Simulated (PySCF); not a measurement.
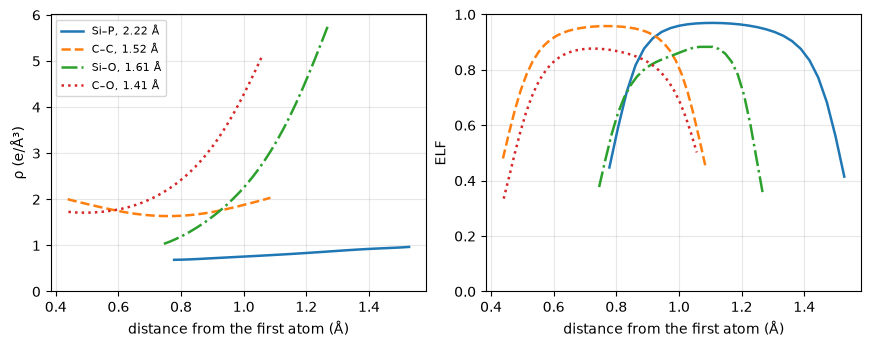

*C4H15O2PSi2. Total electron density and ELF along straight lines between neighbouring atoms. The curves leave out the atomic cores.*

Geometry: GFN2-xTB.

These are results of PBE0/pcSseg-1, SCF density, gas phase, non-relativistic in PySCF 2.14.0, not measurements.

Input

```
{"job": {"kind": "nmr", "xc": "PBE0", "basis": "pcSseg-1"}, "charge": 0, "multiplicity": 1}
C     -1.886874     0.587305     1.487032
C     -2.203895    -0.090646     0.160321
C     -0.942134    -0.629838    -0.517414
C     -1.267125    -1.414167    -1.783276
O     -0.114630     0.464737    -0.837716
Si     1.494176     0.491488    -0.913446
P      1.877500     2.673288    -0.733854
O      2.166131    -0.320039     0.321370
Si     2.335386    -0.651270     1.897837
H     -1.469104    -0.130943     2.189702
H     -2.787712     1.014490     1.921064
H     -1.162439     1.383313     1.333566
H     -2.896273    -0.918952     0.320245
H     -2.673338     0.626589    -0.515123
H     -0.400157    -1.279248     0.184983
H     -1.924722    -2.247574    -1.553097
H     -0.350565    -1.794514    -2.226217
H     -1.755660    -0.761491    -2.502477
H      2.045434    -0.254478    -2.045955
H      1.527637     2.963842    -2.039181
H      3.221201     2.575013    -1.045507
H      1.134187    -0.251539     2.630662
H      3.508285     0.086558     2.357856
H      2.512958    -2.102160     1.916180
```

Command:

```sh
OMP_NUM_THREADS=1 python probes_run.py task.json out
```

Q: What kind of bonding do the profiles show?

A: Si–P (2.22 Å): ρ is about 0.8 e/Å³ halfway; the ELF peaks at about 0.95 between the atoms (localised, covalent bonding).
C–C (1.52 Å): ρ is about 1.6 e/Å³ halfway; the ELF peaks at about 0.95 between the atoms; localised, covalent bonding.
Si–O (1.61 Å): ρ at the midpoint is about 1.2 e/Å³; the ELF peaks at about 0.90 between the atoms (a short, strongly polar bond).
C–O (1.41 Å): ρ is about 2 e/Å³ halfway, with its minimum of 1.7 e/Å³ about 0.5 Å from C; the ELF peaks at about 0.90 between the atoms (a polar covalent bond).
